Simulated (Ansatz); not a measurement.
# One shape, several levels: C2H6FIn (SMILES C[CH](F)[InH2])

We compute a comparison of 6 runs (BHLYP/def2-SVP, SVWN5/def2-SVP, r2SCAN0/def2-SVP, revPBE/def2-SVP, wB97M-V/def2-SVP, CCSD(T)/def2-SVP) of C2H6FIn. 

The calculation is run with Ansatz 0.2.0.

65 further runs of the same task are left out: 65 set aside as unsound or not needed.

## (1) The structure to begin with

The species is C2H6FIn (10 atoms), meant as a singlet with charge 0. As SMILES, `C[CH](F)[InH2]`. The C1–C2 distance was set to 2.706 Å, away from the relaxed value. At this shape a bond of the SMILES string is far longer than usual.

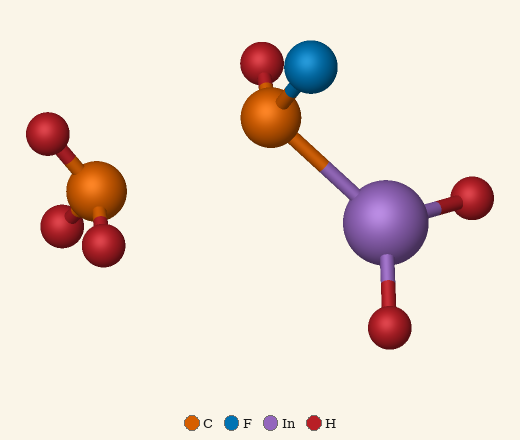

The structure, seen from a chosen angle (carbon orange, fluorine blue, indium purple, hydrogen red).

## (2) A single-point energy at BHLYP/def2-SVP (core potential) (run 1)

The input, in.yaml:

```yaml
crystal:
  periodic: [false, false, false]
  atoms:
    - {symbol: C, position_ang: [-0.760493, 2.112498, -1.145132]}
    - {symbol: C, position_ang: [0.633800, 0.180000, 0.137200]}
    - {symbol: F, position_ang: [0.870200, 0.597100, 1.467800]}
    - {symbol: In, position_ang: [-0.385200, -1.745500, 0.423800]}
    - {symbol: H, position_ang: [-0.228393, 3.069398, -1.111432]}
    - {symbol: H, position_ang: [-1.751593, 2.256498, -0.709032]}
    - {symbol: H, position_ang: [-0.891593, 1.838198, -2.196532]}
    - {symbol: H, position_ang: [1.621200, 0.055100, -0.315800]}
    - {symbol: H, position_ang: [-2.079900, -1.696200, 0.762700]}
    - {symbol: H, position_ang: [0.493100, -3.231500, 0.406600]}
basis:
  gaussian:
    orbitals: def2-SVP
accuracy: high
output: {orbitals: {seedname: orbitals}}
hamiltonian:
  xc: {name: BHLYP}
```

Started as:

```bash
ansatz run in.yaml --threads 1 --pin off --max-ram 3480MiB --events-out events.jsonl --progress --plain --runs-dir runs
```

The log of the run:

```text
Warning: RAYON_NUM_THREADS=1 ignored (pool sized by the plan → 1); use --threads N
Functional definition: BHLYP
  name "BHLYP"
  parameter a = 0.5
  exchange = (1 - a)*b88_x + a*exact_x
  correlation = lyp_c
2386 factors; integrals over basis functions are off by at most 9.2e-9 eV
mean field evaluation 1: about -10042.9370 eV, gradient 4.1e1 eV
mean field evaluation 2: about -10038.3667 eV, gradient 5.3e1 eV
mean field evaluation 4: about -10047.8180 eV, gradient 3.6e0 eV
mean field evaluation 8: about -10048.2046 eV, gradient 3.0e-1 eV
mean field evaluation 16: about -10048.2050 eV, gradient 5.8e-4 eV
mean field -10048.20496162 eV, -369.2647214217 hartree, gradient 9.6e-8 eV, S^2 0.000000; 0 other end points of the search recorded, 0 dependent functions left out
reference -10048.20499406 eV, -369.2647226139 hartree; 24, 24 occupied and 74, 74 virtual orbitals, 2386 factors
Total energy: -10048.20499406 eV, -369.2647226139 hartree
```

Wall time 11 s (1 thread of Arm Neoverse V2, shared host); peak memory 0.37 GiB.

## (3) The energy at SVWN5/def2-SVP (core potential) (run 2)

The input, input.yaml:

```yaml
crystal:
  periodic: [false, false, false]
  atoms:
    - {symbol: C, position_ang: [-0.760493, 2.112498, -1.145132]}
    - {symbol: C, position_ang: [0.633800, 0.180000, 0.137200]}
    - {symbol: F, position_ang: [0.870200, 0.597100, 1.467800]}
    - {symbol: In, position_ang: [-0.385200, -1.745500, 0.423800]}
    - {symbol: H, position_ang: [-0.228393, 3.069398, -1.111432]}
    - {symbol: H, position_ang: [-1.751593, 2.256498, -0.709032]}
    - {symbol: H, position_ang: [-0.891593, 1.838198, -2.196532]}
    - {symbol: H, position_ang: [1.621200, 0.055100, -0.315800]}
    - {symbol: H, position_ang: [-2.079900, -1.696200, 0.762700]}
    - {symbol: H, position_ang: [0.493100, -3.231500, 0.406600]}
basis:
  gaussian: {orbitals: def2-SVP}
hamiltonian: {xc: {name: SVWN5}}
accuracy: high
output: {orbitals: {seedname: orbitals}}
```

Started as:

```bash
ansatz run input.yaml --threads 1 --pin off --max-ram 3480MiB --events-out events.jsonl --progress --plain --runs-dir runs
```

The log of the run:

```text
Warning: RAYON_NUM_THREADS=1 ignored (pool sized by the plan → 1); use --threads N
Functional definition: SVWN5
  name "SVWN5"
  exchange = slater_x
  correlation = vwn5_c
2386 factors; integrals over basis functions are off by at most 9.2e-9 eV
mean field evaluation 1: about -9995.0405 eV, gradient 6.2e1 eV
mean field evaluation 2: about -9830.7794 eV, gradient 1.4e2 eV
mean field evaluation 4: about -9995.0722 eV, gradient 5.6e1 eV
mean field evaluation 8: about -10006.7142 eV, gradient 1.3e0 eV
mean field evaluation 16: about -10006.7089 eV, gradient 5.1e-4 eV
mean field -10006.70888844 eV, -367.7397688594 hartree, gradient 4.8e-8 eV, S^2 0.000000; 0 other end points of the search recorded, 0 dependent functions left out
reference -10006.70889310 eV, -367.7397690307 hartree; 24, 24 occupied and 74, 74 virtual orbitals, 2386 factors
Total energy: -10006.70889310 eV, -367.7397690307 hartree
```

Run time: 4.8 s. Hardware: 1 thread of Arm Neoverse V2, shared host; peak memory 0.27 GiB.

Runs 3 to 5 aren't shown in full; the table further down has their settings and results.

## (4) The energy at CCSD(T)/def2-SVP (core potential) (run 6)

The input, run.yaml:

```yaml
crystal:
  periodic: [false, false, false]
  atoms:
    - {symbol: C, position_ang: [-0.760493, 2.112498, -1.145132]}
    - {symbol: C, position_ang: [0.633800, 0.180000, 0.137200]}
    - {symbol: F, position_ang: [0.870200, 0.597100, 1.467800]}
    - {symbol: In, position_ang: [-0.385200, -1.745500, 0.423800]}
    - {symbol: H, position_ang: [-0.228393, 3.069398, -1.111432]}
    - {symbol: H, position_ang: [-1.751593, 2.256498, -0.709032]}
    - {symbol: H, position_ang: [-0.891593, 1.838198, -2.196532]}
    - {symbol: H, position_ang: [1.621200, 0.055100, -0.315800]}
    - {symbol: H, position_ang: [-2.079900, -1.696200, 0.762700]}
    - {symbol: H, position_ang: [0.493100, -3.231500, 0.406600]}
basis:
  gaussian:
    orbitals: def2-SVP
magnetization:
  spin_polarized: false
  initial_magnetization: 0
correlation:
  method: ccsd_t
  frozen_orbitals: {C: 1, F: 1, H: 0, In: 4}
accuracy: high
scf:
  omitted_lower_state_checks: [cluster_reference, increment]
```

Started as:

```bash
ansatz run run.yaml --threads 1 --pin off --max-ram 3480MiB --events-out events.jsonl --progress --plain --runs-dir runs
```

The log of the run (excerpt; [...] marks lines left out):

```text
Warning: RAYON_NUM_THREADS=1 ignored (pool sized by the plan → 1); use --threads N
Functional definition: HF
  name "HF"
[...]
2386 factors; integrals over basis functions are off by at most 9.2e-9 eV
[...]
mean field -10000.14547219 eV, -367.4985677608 hartree, gradient 5.8e-8 eV, S^2 0.000000; 0 other end points of the search recorded, 0 dependent functions left out; unrestricted orbitals would lower it
7 core orbitals not correlated: weight in the atoms' cores, before any rotation towards them, 1.000 or more for the frozen orbitals, at most 0.000 for the correlated occupied ones
reference -10000.14547219 eV, -367.4985677608 hartree; 17, 17 occupied and 74, 74 virtual orbitals, 2386 factors
second order -15.92984675 eV of doubles, -0.00000000 eV of singles
cycle   1  -16.48317794 eV  change   -5.5e-1 eV  update   1.3e-1
[...]
cycle  27  -17.36320176 eV  change   -1.5e-9 eV  update   1.2e-9
perturbative correction -0.72260071 eV, -0.0265550863 hartree
Total energy: -10018.23127465 eV, -368.1632087425 hartree
Checks for a lower state left out: cluster_reference, increment
```

Wall time 49 s (1 thread of Arm Neoverse V2, shared host); peak memory 0.77 GiB.

## (5) The series

```csv
run,level,frozen core orbitals,energy (Eh),HOMO energy (eV),LUMO energy (eV),HOMO–LUMO gap (eV),wall time
1,BHLYP/def2-SVP (core potential),–,-369.264723,-7.10,-1.36,5.74,11 s
2,SVWN5/def2-SVP (core potential),–,-367.739769,-5.57,-3.22,2.35,4.8 s
3,r2SCAN0/def2-SVP (core potential),–,-369.362804,-6.46,-2.22,4.24,15 s
4,revPBE/def2-SVP (core potential),–,-369.461848,-5.34,-2.99,2.35,7.2 s
5,wB97M-V/def2-SVP (core potential),–,-369.304641,-8.23,-0.39,7.84,97 s
6,CCSD(T)/def2-SVP (core potential),7,-368.163209,–,–,–,49 s
```

## (6) Outcome

```
                                          quantity          value
                               run 6: total energy  -368.16321 Eh
run 6: correlation energy (7 core orbitals frozen)     -664.6 mEh
                             run 6: (T) correction     -26.56 mEh
                              run 6: T1 diagnostic          0.016
```

What this shows: Over runs 1, 2, 3, 4, 5 the HOMO–LUMO gap runs from 2.35 eV (SVWN5/def2-SVP) to 7.84 eV (wB97M-V/def2-SVP). Totals of different functionals can't be ranked against each other. In run 6 the log says that unrestricted orbitals would lower the reference, so the values rest on an unstable closed-shell determinant (other closed-shell runs at this shape may share the fault). All runs together took 3.1 min, the longest 97 s.
